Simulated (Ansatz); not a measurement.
# BiN (model cell, started as zinc blende): following an unstable mode

Wanted: the energy along a soft mode of BiN (model cell, started as zinc blende) and the structure at the end.

Calculated with Ansatz 0.2.0; DFT PBEsol, scalar-relativistic, plane waves, PAW.

The structure was built from a prototype and need not be the compound's stable phase.

## (1) The starting structure

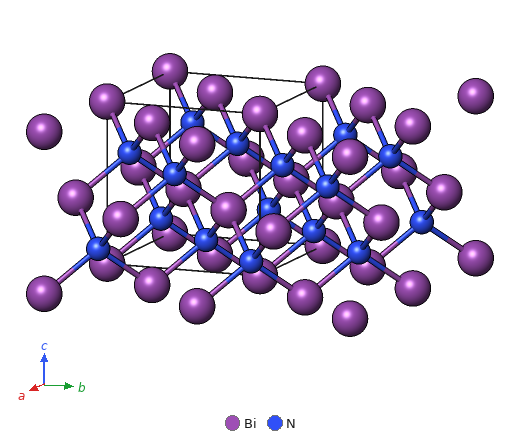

Start, viewed slightly off an axis; bismuth purple, nitrogen blue. 2×2×1 cells are drawn. This picture shows the conventional cell, with its axes. Bonds to atoms that aren't drawn are left out. Some periodic images of atoms are drawn too.

Coordinates:

```cif
data_structure
_symmetry_space_group_name_H-M 'F-43m'
_symmetry_Int_Tables_number 216
_cell_length_a 5.4803
_cell_length_b 5.4803
_cell_length_c 5.4803
_cell_angle_alpha 90.000
_cell_angle_beta 90.000
_cell_angle_gamma 90.000
_cell_volume 164.60
loop_
_atom_site_label
_atom_site_type_symbol
_atom_site_symmetry_multiplicity
_atom_site_Wyckoff_symbol
_atom_site_fract_x
_atom_site_fract_y
_atom_site_fract_z
_atom_site_occupancy
Bi1 Bi 4 a 0.00000 0.00000 0.00000 1
N1 N 4 d 0.25000 0.25000 0.75000 1
```

## (2) Response at finite wavevector

The cell comes from relaxations at this level that are not shown. Stability and thermal properties need the whole zone. Linear response on a 4×4×4 q mesh gives force constants as far as a supercell of that size would.

input.yaml reads:

```yaml
crystal:
  lattice:
    - [0.0, 2.7401716009, 2.7401716009]
    - [2.7401716009, 0.0, 2.7401716009]
    - [2.7401716009, 2.7401716009, 0.0]
  atoms:
    - { symbol: Bi, position: [0.0, 0.0, 0.0] }
    - { symbol: "N", position: [0.25, 0.25, 0.25] }
kpoints:
  mp_grid: { grid: [16, 16, 16] }
hamiltonian:
  xc: pbesol
scf:
  occupations: { method: methfessel_paxton, width: 0.2 }
output:
  eigenvalues: true
phonons:
  method: dfpt
  qmesh: [4, 4, 4]
  temperatures: { t_max: 1000, t_step: 50 }
  qpath:
    path:
      - [[0.0, 0.0, 0.0], [-0.5, -0.5, 0.0], [-0.375, -0.375, 0.25]]
      - [[-0.375, 0.0, 0.375], [0.0, 0.0, 0.0], [0.0, 0.0, 0.5], [-0.5, -0.25, 0.25], [-0.5, -0.5, 0.0]]
    npoints: 10
```

Started as:

```sh
$ ansatz run input.yaml --threads 4 --pin off --max-ram 7168MiB --backend cpu --events-out ev --progress --plain --runs-dir out
```

Numbers of over 12 decimals in the logs are rounded to 6 here.

What it wrote:

```text
Warning: phonons: the dynamical matrix that this run interpolates holds no multipole term above the dipole-dipole one, and a site of this crystal is no centre of inversion, so its interpolated transverse optical and acoustic branches and sound speeds can stay off near Gamma, and the density of states and the thermodynamics with them. What a run solves at a wave vector of phonons.qpoints, Gamma apart, where the deck admits one, is free of this, and under fd what a larger phonons.supercell samples
Engine: ansatz 0.2.0, aarch64-unknown-linux-gnu
Pseudopotentials: kind: paw
Pseudopotential: Bi, paw, valence charge 15, recommended cutoff 420 eV (normal), Bi.paw.azcp
Pseudopotential: N, paw, valence charge 5, recommended cutoff 420 eV (normal), N.paw.azcp
Functional definition: PBEsol
  exchange = pbesol_x
  correlation = pbesol_c
Crystal: 2 atoms, lattice volume = 41.149 Å³
Basis set: ecut = 420 eV, 821 PW (Γ), exchange–correlation on 54×54×54 points (8 copies of the dense FFT grid, shifted against one another)
Bands: 14, of which v1, the nominal top of the filled ones, is band 10 counted from 1 (9 counted from 0)
Symmetry: 24 space group operations
k-points: 145 of 4096 (time reversal used)
Non-local potential: Bi, projectors of the file, l = 0: 2, l = 1: 2, l = 2: 2, l = 3: 2
Non-local potential: N, projectors of the file, l = 0: 2, l = 1: 2, l = 2: 1
PAW form: soft (Blöchl's): semilocal exchange-correlation on the pseudo side does not see the compensation charge
PAW frozen core: Bi, regenerated for the run's functional, and the local potential with it (the file was generated under x = pbe(κ = 0.804, μ = 0.219515), c = pbe(β = 0.066725))
PAW frozen core: N, regenerated for the run's functional, and the local potential with it (the file was generated under x = pbe(κ = 0.804, μ = 0.219515), c = pbe(β = 0.066725))
PAW one-centre angular grid: Bi, 590 points (default); XC on 64 Gauss nodes
PAW one-centre angular grid: N, 110 points (default); XC on 64 Gauss nodes
Initial density: superposition of atomic densities (neutral atoms: chi_scale 0, normalization atom), corrected by the library's trained network
Initial wavefunctions: pseudopotential atomic-orbital guess
Functional: x = pbesol(κ = 0.804, μ = 0.123457), c = pbesol(β = 0.046)
SCF iter   1: F=—  HF=-12618.913948 eV  |F-HF|=—  |Δ(HF+E_count)|=         —  Δρ=1.81e-2  dr2=1.86e-1  ethr=1.77e-3  ⟨swp⟩=5.0  Hψ=9508  notcnv=0
preconditioner: auto → LDOS  [metal: Δε(μ)=0.054 eV  Ē_g=19.056 eV  σ=0.200 eV  W_gap=0.22  n_scr=14 (ndim 8)  ℏωp=25.9 eV  f_vac=0.018  D(μ)=0.93/eV (n_scr^D=8)  β→1.0]
SCF iter   2: F=—  HF=-12618.884009 eV  |F-HF|=—  |Δ(HF+E_count)|=   2.99e-2  S|Δr|=    0.00e0  Δρ=6.37e-3  dr2=1.56e-2  ethr=9.31e-4  ⟨swp⟩=2.0  Hψ=3605  notcnv=0
preconditioner: auto → Kerker (q_TF=auto, 2.419 Å⁻¹)  [metal: Δε(μ)=0.001 eV  Ē_g=19.061 eV  σ=0.200 eV  W_gap=0.00  n_scr=14 (ndim 8)  ℏωp=25.9 eV  f_vac=0.012  D(μ)=0.79/eV (n_scr^D=0)  β→0.5]
SCF iter   3: F=—  HF=-12618.881182 eV  |F-HF|=—  |Δ(HF+E_count)|=   2.83e-3  S|Δr|=    0.00e0  Δρ=9.12e-4  dr2=1.58e-4  ethr=7.82e-5  ⟨swp⟩=2.1  Hψ=2447  notcnv=0
SCF iter   4: F=—  HF=-12618.881258 eV  |F-HF|=—  |Δ(HF+E_count)|=   7.58e-5  S|Δr|=    0.00e0  Δρ=2.54e-4  dr2=4.29e-5  ethr=7.92e-7  ⟨swp⟩=2.0  Hψ=2681  notcnv=0
SCF iter   5: F=—  HF=-12618.881261 eV  |F-HF|=—  |Δ(HF+E_count)|=   3.22e-6  S|Δr|=    0.00e0  Δρ=7.92e-5  dr2=4.52e-6  ethr=2.15e-7  ⟨swp⟩=2.0  Hψ=2584  notcnv=0
SCF iter   6: F=—  HF=-12618.881273 eV  |F-HF|=—  |Δ(HF+E_count)|=   1.16e-5  S|Δr|=    0.00e0  Δρ=2.82e-5  dr2=5.41e-7  ethr=2.26e-8  ⟨swp⟩=2.1  Hψ=2548  notcnv=0
SCF iter   7: F=—  HF=-12618.881265 eV  |F-HF|=—  |Δ(HF+E_count)|=   8.20e-6  S|Δr|=    0.00e0  Δρ=3.32e-6  dr2=2.56e-9  ethr=2.70e-9  ⟨swp⟩=2.9  Hψ=3563  notcnv=0
SCF iter   8: F=—  HF=-12618.881265 eV  |F-HF|=—  |Δ(HF+E_count)|=   1.65e-9  S|Δr|=    0.00e0  Δρ=1.17e-6  dr2=6.27e-10  ethr=1.28e-11  ⟨swp⟩=2.2  Hψ=3009  notcnv=0
SCF iter   9: F=-12618.881265 eV  HF=-12618.881265 eV  |F-HF|=1.27e-11  |Δ(HF+E_count)|=  1.09e-10  S|Δr|=    0.00e0  Δρ=1.16e-7  dr2=6.05e-12  ethr=1.00e-12  ⟨swp⟩=5.0  Hψ=10951  notcnv=0
SCF 1 converged in 9 iterations: F = -12618.881265 eV  dr2 = 6.05e-12
  greatest PAW one-centre occupation: 0.989 electrons in one spin orbital (limit 2), on the Bi atom at site 0 (counted from 0), in its partial waves of l = 2
Initial density: read from a saved state, or passed on in memory by an earlier SCF of this step, an earlier step, the calling program or the single point that the run made first
iter 1 solved again at ethr=8.67e-7 eV; its pass at ethr=3.10e-3 eV (dr2=1.73e-4 eV) is discarded
SCF iter   1: F=—  HF=-12618.881265 eV  |F-HF|=—  |Δ(HF+E_count)|=         —  Δρ=4.29e-6  dr2=3.82e-9  ethr=8.67e-7  ⟨swp⟩=3.2  Hψ=15337  notcnv=0
eigensolver tolerance schedule: the retry pair's looser diagonalisation over-reported the residual by 45450.04 of it (diagonalisation noise at an unbounded share of the residual, at the tolerance the schedule requests for it); recorded, not acted on — ethr = c·dr2/N_el stays at c = 1.0e-1
preconditioner: auto → Kerker (q_TF=auto, 2.419 Å⁻¹)  [metal: Δε(μ)=0.013 eV  Ē_g=19.042 eV  σ=0.200 eV  W_gap=0.05  n_scr=14 (ndim 8)  ℏωp=25.9 eV  f_vac=0.011  D(μ)=0.82/eV (n_scr^D=0)]
SCF iter   2: F=—  HF=-12618.881265 eV  |F-HF|=—  |Δ(HF+E_count)|=   5.77e-7  S|Δr|=    0.00e0  Δρ=2.63e-6  dr2=1.91e-9  ethr=1.91e-11  ⟨swp⟩=3.8  Hψ=5256  notcnv=0
SCF iter   3: F=—  HF=-12618.881265 eV  |F-HF|=—  |Δ(HF+E_count)|=  4.46e-10  S|Δr|=    0.00e0  Δρ=1.51e-6  dr2=5.14e-10  ethr=9.53e-12  ⟨swp⟩=1.0  Hψ=2034  notcnv=0
SCF iter   4: F=—  HF=-12618.881265 eV  |F-HF|=—  |Δ(HF+E_count)|=  1.36e-10  S|Δr|=    0.00e0  Δρ=1.06e-6  dr2=2.49e-10  ethr=2.57e-12  ⟨swp⟩=1.0  Hψ=2030  notcnv=0
SCF iter   5: F=—  HF=-12618.881265 eV  |F-HF|=—  |Δ(HF+E_count)|=  6.37e-11  S|Δr|=    0.00e0  Δρ=5.88e-7  dr2=7.40e-11  ethr=1.24e-12  ⟨swp⟩=2.0  Hψ=3043  notcnv=0
SCF iter   6: F=—  HF=-12618.881265 eV  |F-HF|=—  |Δ(HF+E_count)|=  2.18e-11  S|Δr|=    0.00e0  Δρ=3.40e-7  dr2=2.49e-11  ethr=1.00e-12  ⟨swp⟩=1.0  Hψ=2030  notcnv=0
SCF iter   7: F=-12618.881265 eV  HF=-12618.881265 eV  |F-HF|=9.09e-12  |Δ(HF+E_count)|=  9.09e-12  S|Δr|=    0.00e0  Δρ=8.91e-8  dr2=1.73e-12  ethr=1.00e-12  ⟨swp⟩=3.0  Hψ=4399  notcnv=0
SCF 2 converged in 7 iterations: F = -12618.881265 eV  dr2 = 1.73e-12
phonons: the bands overlap, so this run is a metal and interpolates without the dipole-dipole term. If the crystal is really an insulator or semiconductor, its LO-TO splitting is missing
NSCF: frozen V_eff on 145 k-points
NSCF: frozen V_eff on 349 k-points
DFPT response loops at q = (0, 0, 0) (fractional): preconditioner auto → Kerker (q_TF=auto, 2.419 Å⁻¹) (partly filled bands, converged f_vac=0.011); β = 1.00, the filter's whole step (`scf.mixing.beta` (0.50) is not read by the response loops under this deck's `scf.mixing.preconditioner`; to damp them name `kerker` or `kerker_dos`, under which they read `scf.mixing.beta`, and type it under 1.00, their step now; both keys bind the ground state too); Broyden in place of MSR1
NSCF: frozen V_eff on 4352 k-points
DFPT response loops at q = (0, 0, 0.25) (fractional): mixed as the last ones told, above
NSCF: frozen V_eff on 2196 k-points
DFPT response loops at q = (0, 0, -0.5) (fractional): mixed as the last ones told, above
NSCF: frozen V_eff on 2320 k-points
DFPT response loops at q = (0, 0.25, 0.25) (fractional): mixed as the last ones told, above
NSCF: frozen V_eff on 8192 k-points
DFPT response loops at q = (0, 0.25, -0.5) (fractional): mixed as the last ones told, above
NSCF: frozen V_eff on 4352 k-points
DFPT response loops at q = (0, 0.25, -0.25) (fractional): mixed as the last ones told, above
NSCF: frozen V_eff on 1242 k-points
DFPT response loops at q = (0, -0.5, -0.5) (fractional): mixed as the last ones told, above
NSCF: frozen V_eff on 2320 k-points
DFPT response loops at q = (0.25, -0.5, -0.25) (fractional): mixed as the last ones told, above
SCF converged after 9 iterations
Stability not checked: this state was not tested for a lower state beside it, because cold or Methfessel-Paxton smearing, or corrected tetrahedra, fill the levels in a way that the test cannot read (fill_not_monotonic; see scf.lower_state_search)
Free energy (F): -12618.881265 eV
Harris-Foulkes:  -12618.881265 eV  (|F-HF|=1.27e-11)
Internal energy: -12618.880265 eV  (E = F + TS)
E sigma→0 (E₀):  -12618.881015 eV
Entropy (-TS):   -0.000999 eV (-0.500 meV/atom)
Fermi energy:    9.981247 eV
--- Per-component energies (eV) ---
  E_band       = -95.856585
  E_kinetic    = 427.609640
  E_local      = -1697.342854  (includes V_loc(G=0)·N_el)
  E_nonlocal   = 611.029055
  E_hartree    = 543.852201
  E_xc         = -209.300983
  E_vxc        = -219.320100  (∫ρ·V_xc dr)
  E_paw        = -10630.967595  (= ΣΔE_a)
  E_vpaw       = -305.536326  (= ΣTr[D̂ρ^β])
  E_aug_tail   = -0.000384  (compensation charges beyond the density's cutoff)
  E_ewald      = -1663.877196
  E_core_change = 0.117851  (= ΣΔE_core)
  E_smearing   = -0.000999  (= −TS)
  E_closure    = 0.000000  (closes the sum)
  Σ components = -12618.881265   (vs F -12618.881265, Δ=0.00e0)
--- Band table (eV; the first three rows and the last of 145) ---
  k-point 0: bands = [... 6 lower, 2.9452, 7.8293, 7.8293, 7.8293, 13.0047, 13.0047, 13.0047, 16.2383]
  k-point 1: bands = [... 6 lower, 2.8401, 7.7891, 7.7891, 7.8242, 12.7679, 13.0553, 13.0553, 16.6457]
  k-point 2: bands = [... 6 lower, 2.5381, 7.6794, 7.6794, 7.7854, 12.3700, 13.1891, 13.1891, 17.4576]
  k-point 144: bands = [... 6 lower, -0.8705, 5.0451, 5.2476, 10.3284, 11.9228, 12.3407, 15.3723, 16.8137]
--- Phonons (Γ-DFPT): 2 representative perturbations + reference (Σ response iterations 6) ---
  ASR residual: 6.961e-5 → 0.000e0 eV/Å²; symmetrization residual: 6.999e-7 eV/Å²
  ASR residual per site (eV/Å²): 1.09e-5 6.96e-5
  Γ frequencies (cm⁻¹): 0.00 0.00 0.00 309.70 309.70 309.70
--- Phonons (arbitrary-q DFPT): 8 irreducible q on the 4×4×4 mesh ---
  q = [0.0000, 0.0000, 0.0000] (star 1, of the zone-centre solve; hermiticity 3.02e-7, symmetrization 1.25e-12): -0.00 0.00 0.00 309.70 309.70 309.70
  q = [0.0000, 0.0000, 0.2500] (star 8, 2 solved perturbations on 2176 of 4096 k-point pairs; hermiticity 2.86e-7, symmetrization 4.78e-13): -12.96 -12.96 62.11 248.86 292.08 292.08
  q = [0.0000, 0.0000, -0.5000] (star 4, 2 solved perturbations on 1098 of 4096 k-point pairs; hermiticity 4.04e-7, symmetrization 2.97e-13): 32.99 32.99 123.45 289.05 289.05 301.49
  q = [0.0000, 0.2500, 0.2500] (star 6, 4 solved perturbations in 3616 linear systems a pass and spin channel, the states on 1160 of 4096 k-point pairs; hermiticity 5.50e-7, symmetrization 2.46e-13): -72.69 -72.69 85.05 200.63 200.63 264.04
  q = [0.0000, 0.2500, -0.5000] (star 24, 4 solved perturbations in 12544 linear systems a pass and spin channel, the states on 4096 of 4096 k-point pairs; hermiticity 3.15e-7, symmetrization 8.59e-14): -30.10 -20.39 113.72 182.58 205.82 295.95
  q = [0.0000, 0.2500, -0.2500] (star 12, 4 solved perturbations in 6672 linear systems a pass and spin channel, the states on 2176 of 4096 k-point pairs; hermiticity 4.90e-7, symmetrization 2.70e-13): -27.13 22.59 103.81 205.48 275.48 285.78
  q = [0.0000, -0.5000, -0.5000] (star 3, 4 solved perturbations in 1940 linear systems a pass and spin channel, the states on 621 of 4096 k-point pairs; hermiticity 4.90e-7, symmetrization 2.38e-13): -107.01 -107.01 108.86 111.00 111.00 272.88
  q = [0.2500, -0.5000, -0.2500] (star 6, 4 solved perturbations in 3498 linear systems a pass and spin channel, the states on 1160 of 4096 k-point pairs; hermiticity 5.36e-7, symmetrization 2.24e-13): -80.14 51.47 114.54 138.25 153.43 251.52
  sum rule: each row above includes the acoustic sum rule's correction from the zone centre's row sums; it moved no ω² by more than (1.16 cm⁻¹)²
  mesh force constants: q→R imaginary residual 9.88e-19; ASR residual 6.961e-5 → 0.000e0 eV/Å²; symmetrization residual 1.776e-15 eV/Å²
  interpolated dispersion: 62 rows × 6 modes
  density of states and harmonic sums: on the 20×20×20 q-mesh, interpolated from the force constants of a 4×4×4 supercell (no non-analytic term)
  largest difference from the sums on the solved wave vectors: F 1.00e-1 eV, S 1.30e-4 and C_V 2.96e-5 eV/K
  zero-point energy: 0.051731 eV/cell   skipped modes (ω ≤ 0): 332, of them read as no rigid motion or as one in doubt: 329 (1.265e0 modes/cell left out, lowest -107.01 cm⁻¹)   left out of the sums: 2.11e-1 of the cell's modes: C_V's classical limit lies that fraction below 3 k_B per atom; for a crystal, a wire or a layer, F and S can be off by more, and a phonons.interpolated_qmesh denser along its periods is the remedy for the sampling
```

Elapsed: 8.8 min, on 4 threads of Arm Neoverse V1, shared host; peak memory 4.5 GiB.

This step gave:

* volume per atom: 20.57 Å³
* gap on the k-mesh: 0 eV
* sum-rule residual before enforcement: 6.96e-5 eV/Å²
* lowest frequency on the path: -107.0 cm⁻¹
* point group: -43m
* highest frequency on the path or at a solved wavevector: 310.1 cm⁻¹
* highest optical mode at the zone centre (no LO-TO term): 309.7 cm⁻¹
* lowest optical zone-centre mode: 309.7 cm⁻¹
* lowest mode on the q mesh (acoustic modes at Γ apart): -107.0 cm⁻¹

Frequencies (cm⁻¹) solved at each irreducible wavevector; negative means imaginary. Frequencies by wavevector, by row:

| q in reciprocal lattice units | star | mode 1 | mode 2 | mode 3 | mode 4 | mode 5 | mode 6 |
| --- | --- | --- | --- | --- | --- | --- | --- |
| 0 0 0 | 1 | 0 | 0 | 0 | 309.7 | 309.7 | 309.7 |
| 0 0 0.25 | 8 | -13 | -13 | 62.1 | 248.9 | 292.1 | 292.1 |
| 0 0 -0.5 | 4 | 33 | 33 | 123.5 | 289.1 | 289.1 | 301.5 |
| 0 0.25 0.25 | 6 | -72.7 | -72.7 | 85 | 200.6 | 200.6 | 264 |
| 0 0.25 -0.5 | 24 | -30.1 | -20.4 | 113.7 | 182.6 | 205.8 | 295.9 |
| 0 0.25 -0.25 | 12 | -27.1 | 22.6 | 103.8 | 205.5 | 275.5 | 285.8 |
| 0 -0.5 -0.5 | 3 | -107 | -107 | 108.9 | 111 | 111 | 272.9 |
| 0.25 -0.5 -0.25 | 6 | -80.1 | 51.5 | 114.5 | 138.2 | 153.4 | 251.5 |

Interpolated from a 4×4×4 q mesh. Phonon branches along the path, in cm⁻¹:

| point | branch 1 | branch 2 | branch 3 | branch 4 | branch 5 | branch 6 |
| --- | --- | --- | --- | --- | --- | --- |
| Γ | 0 | 0 | 0 | 310 | 310 | 310 |
| X | -107 | -107 | 109 | 111 | 111 | 273 |
| U | -37 | -36 | 112 | 136 | 172 | 283 |
| jump to K | -37 | -36 | 112 | 136 | 172 | 283 |
| Γ | 0 | 0 | 0 | 310 | 310 | 310 |
| L | 33 | 33 | 124 | 289 | 289 | 302 |
| W | -80 | 52 | 114 | 138 | 153 | 252 |
| X | -107 | -107 | 109 | 111 | 111 | 273 |

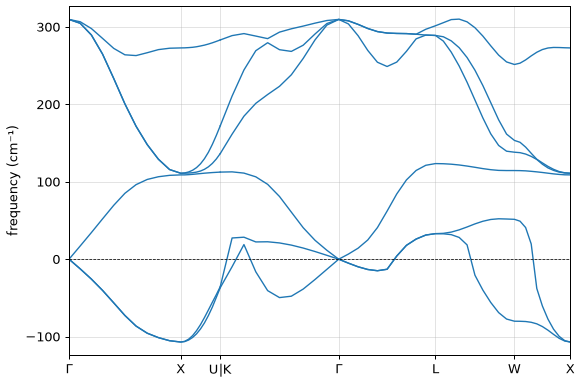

Phonon branches along the path.

Symmetry leaves 8 wavevectors to solve. The lowest mode among them, the acoustic zeros apart, lies at q = (0, -0.5, -0.5) and is imaginary, 107.0i cm⁻¹, so the energy falls along it.

## (3) The mode frozen in, largest atomic shift 0 Å

The mode followed lies at q = (0, -0.5, -0.5) with frequency 107.0i cm⁻¹ and is 2-fold degenerate, the softest among the wavevectors solved. At small amplitude the distorted cell has space group no. 20 by a symmetry search on the positions. The undistorted cell that holds it gives the zero of energy on the same k mesh.

System of this step: BiN (model cell, started as zinc blende). Symmetry: F-43m, No. 216, cubic system. Conventional cell: a = 5.480 Å, b = 5.480 Å, c = 5.480 Å, α = 90.00°, β = 90.00°, γ = 90.00°. Nearest to Bi lie 4 N at 2.37 Å. Nearest to N lie 4 Bi at 2.37 Å. Farther neighbours and most contacts between anions are not listed.

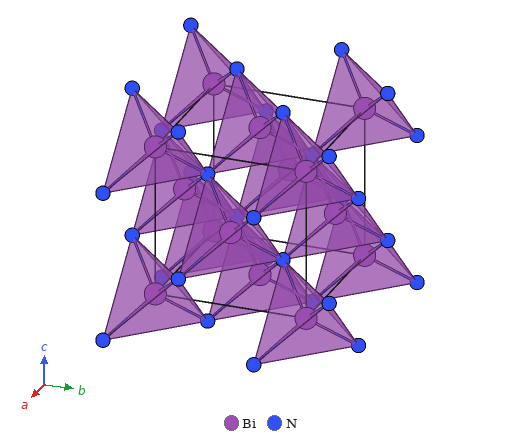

The cell of this step (bismuth purple, nitrogen blue). Some periodic images of atoms are drawn too.

input.yaml reads:

```yaml
crystal:
  lattice:
    - [0.0, -2.7401716009, -2.7401716009]
    - [0.0, 2.7401716009, -2.7401716009]
    - [5.4803432018, 0.0, 0.0]
  atoms:
    - { symbol: Bi, position: [0.5, 0.5, 0.5] }
    - { symbol: Bi, position: [0.0, 0.0, 0.0] }
    - { symbol: "N", position: [0.0, 0.5, 0.75] }
    - { symbol: "N", position: [0.5, 0.0, 0.25] }
kpoints:
  mp_grid: { grid: [12, 12, 8] }
hamiltonian:
  xc: pbesol
scf:
  occupations: { method: methfessel_paxton, width: 0.2 }
output:
  forces: true
  stress: true
  eigenvalues: true
```

What it wrote:

```text
[...]
Crystal: 4 atoms, lattice volume = 82.299 Å³
Basis set: ecut = 420 eV, 1611 PW (Γ), exchange–correlation on 54×54×80 points (8 copies of the dense FFT grid, shifted against one another)
Bands: 24, of which v1, the nominal top of the filled ones, is band 20 counted from 1 (19 counted from 0)
Symmetry: 16 space group operations
[...]
--- Band table (eV; the first three rows and the last of 140) ---
  k-point 0: bands = [... 16 lower, 7.8253, 7.8253, 7.8257, 9.0678, 9.6202, 13.0039, 13.0039, 13.0045]
  k-point 1: bands = [... 16 lower, 7.7125, 7.7125, 7.9414, 9.1302, 9.6166, 12.6018, 13.1184, 13.1184]
  k-point 2: bands = [... 16 lower, 7.4158, 7.4158, 8.2431, 9.2754, 9.6279, 11.8160, 13.4256, 13.4256]
  k-point 139: bands = [... 16 lower, 5.2452, 5.2452, 10.3244, 10.3244, 11.9207, 11.9207, 12.3396, 12.3396]
[key lines of the parts left out:]
SCF converged after 6 iterations
Free energy (F): -25237.766579 eV
Fermi energy:    9.967206 eV
P = ⅓ Tr σ = -0.0410 GPa (-0.410 kbar)
```

Run time: 6 s. Hardware: 4 threads; peak memory 0.48 GiB.

Numbers from this step:

```yaml
pressure: -0.04101 GPa
energy_from_the_undistorted_cell: 0 meV/atom
```

The run ends at a pressure of -0.04 GPa.

## (4) The mode frozen in, largest atomic shift 0.22 Å

The atoms are moved along the unstable eigenvector, the largest shift by 0.22 Å, with the cell fixed.

input.yaml, the sections that differ from step 3:

```yaml
crystal:
  lattice:
    - [0.0, -2.7401716009, -2.7401716009]
    - [0.0, 2.7401716009, -2.7401716009]
    - [5.4803432018, 0.0, 0.0]
  atoms:
    - { symbol: Bi, position: [0.504647477, 0.504647477, 0.5] }
    - { symbol: Bi, position: [-0.004647477, -0.004647477, 0.0] }
    - { symbol: "N", position: [0.0401434713, 0.4598565287, 0.75] }
    - { symbol: "N", position: [0.4598565287, 0.0401434713, 0.25] }
# kpoints, hamiltonian, scf, output: as in step 3
```

What it wrote:

```text
[...]
Crystal: 4 atoms, lattice volume = 82.299 Å³
Basis set: ecut = 420 eV, 1611 PW (Γ), exchange–correlation on 54×54×80 points (8 copies of the dense FFT grid, shifted against one another)
Bands: 24, of which v1, the nominal top of the filled ones, is band 20 counted from 1 (19 counted from 0)
Symmetry: 4 space group operations
[...]
k-points: 215 of 1152 (time reversal used)
[...]
--- Band table (eV; the first three rows and the last of 215) ---
  k-point 0: bands = [... 16 lower, 7.8103, 7.8988, 7.9484, 9.1454, 9.4506, 12.6684, 12.9352, 13.2255]
  k-point 1: bands = [... 16 lower, 7.6904, 7.7941, 8.0605, 9.1434, 9.5160, 12.3408, 13.0178, 13.3867]
  k-point 2: bands = [... 16 lower, 7.3883, 7.4988, 8.3432, 9.1725, 9.6643, 11.6620, 13.2954, 13.7581]
  k-point 214: bands = [... 16 lower, 5.2718, 5.2718, 10.0499, 10.0499, 12.1788, 12.1788, 12.3229, 12.3229]
[key lines of the parts left out:]
SCF converged after 7 iterations
Free energy (F): -25237.782250 eV
Fermi energy:    9.857296 eV
P = ⅓ Tr σ = -0.0665 GPa (-0.665 kbar)
```

The job ended after 11 s (4 threads; peak memory 0.58 GiB).

Numbers from this step:

```
pressure                         : -0.06649 GPa
energy from the undistorted cell : -3.956 meV/atom
```

The energy, extrapolated to zero smearing, is -3.96 meV/atom against the undistorted cell.

The run ends at a pressure of -0.07 GPa, with forces up to 0.23 eV/Å.

(Continued in part 2 of 3.)

[Logs are printed without paths, hosts, clocks, repeated set-up lines and the standing remarks that a program may print on its own settings, such as how far it seeks lower states.]

[Hosts, paths, dates, database ids (printed as entryN), source tags and the programs' standing remarks are cut or masked in the printed files.]
